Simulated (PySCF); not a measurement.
Consider C₅H₆N₂O₂S (SMILES COC(=O)c1nnc(C)s1).

```yaml
atoms:
  - { symbol: C, position_ang: [-3.7142, -0.0498, -0.1259] }
  - { symbol: O, position_ang: [-2.3354, -0.0679, -0.4719] }
  - { symbol: C, position_ang: [-1.4864, 0.0319, 0.5447] }
  - { symbol: O, position_ang: [-1.8078, 0.1336, 1.7028] }
  - { symbol: C, position_ang: [-0.0821, 0.0053, 0.0999] }
  - { symbol: N, position_ang: [0.3436, -0.0976, -1.1133] }
  - { symbol: N, position_ang: [1.6525, -0.0953, -1.2213] }
  - { symbol: C, position_ang: [2.2810, 0.0091, -0.0980] }
  - { symbol: C, position_ang: [3.7516, 0.0342, 0.0354] }
  - { symbol: S, position_ang: [1.2041, 0.1205, 1.2800] }
  - { symbol: H, position_ang: [-3.9651, 0.8838, 0.3824] }
  - { symbol: H, position_ang: [-3.9493, -0.8841, 0.5386] }
  - { symbol: H, position_ang: [-4.2611, -0.1373, -1.0606] }
  - { symbol: H, position_ang: [4.0721, 0.9640, 0.5030] }
  - { symbol: H, position_ang: [4.2010, -0.0503, -0.9500] }
  - { symbol: H, position_ang: [4.0880, -0.7912, 0.6610] }
```

Geometry: GFN2-xTB.

The calculation used PBE0/pcSseg-1, SCF density, gas phase, non-relativistic (PySCF 2.14.0).

Q: What will maps of the electron density and electron localisation function show?

A: C–O (1.21 Å): ρ is about 3.3 e/Å³ halfway; the ELF peaks at about 0.85 between the atoms: a short, multiple covalent bond.
C–N (1.29 Å): ρ is about 2.7 e/Å³ halfway; the ELF peaks at about 0.90 between the atoms: a covalent bond.
N–N (1.31 Å): ρ is about 2.7 e/Å³ halfway; the ELF peaks at about 0.90 between the atoms: a covalent bond.
C–C (1.47 Å): ρ is about 1.8 e/Å³ halfway; the ELF peaks at about 0.95 between the atoms; localised, covalent bonding.

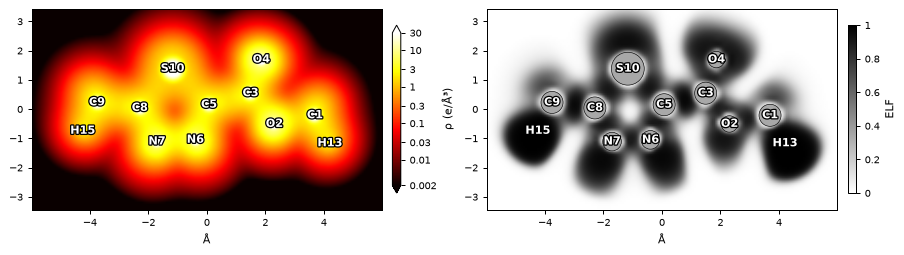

Computed electron density and electron localisation function on the plane of atoms N7, C8 and S10, in this order. Grey discs cover the atomic cores in the ELF map. 
